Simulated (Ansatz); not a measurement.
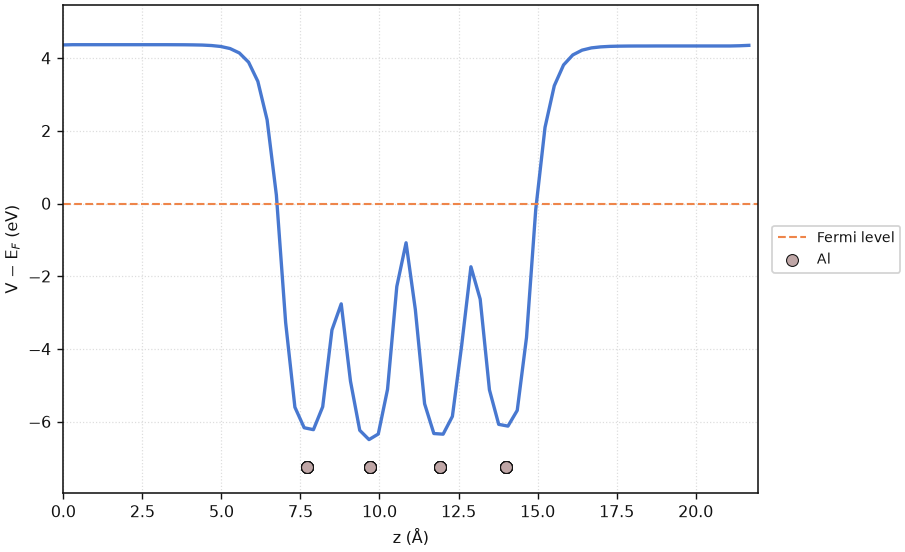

Plane-averaged electrostatic potential energy of an electron across the slab; circles at the bottom mark the heights of the atoms (positions after relaxation).

Structure: a (100) slab cut from Al (Fm-3m), 36 atoms in the cell.

Ansatz 0.2.0; DFT PBE+D3(BJ), scalar-relativistic, plane waves, PAW, no spin polarisation, 3×3×1 k mesh, 420 eV cutoff.

### Read off the work function of each face.

The work function is 4.34 eV, the same on both faces. The two vacuum levels agree, so the slab has no net dipole along its normal.

### How thick are slab and vacuum?

The outermost atoms are 6.3 Å apart, which leaves 15.7 Å of vacuum in a cell 22.0 Å high.
